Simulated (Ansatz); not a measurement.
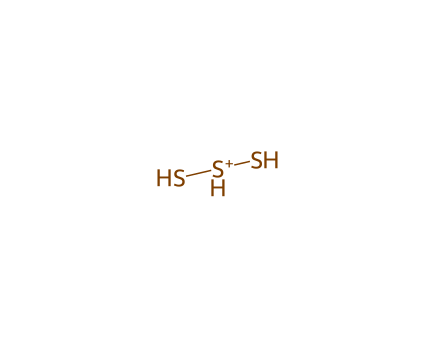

(Drawn from a calculation with Ansatz.)

Charge +1, singlet.

### Give its SMILES.

S[SH+]S

### Give the formula, hydrogens included.

H3S3, charge +1.

### An optimisation with PBE0-D4/def2-TZVP gave a structure of which point group?

Cs.
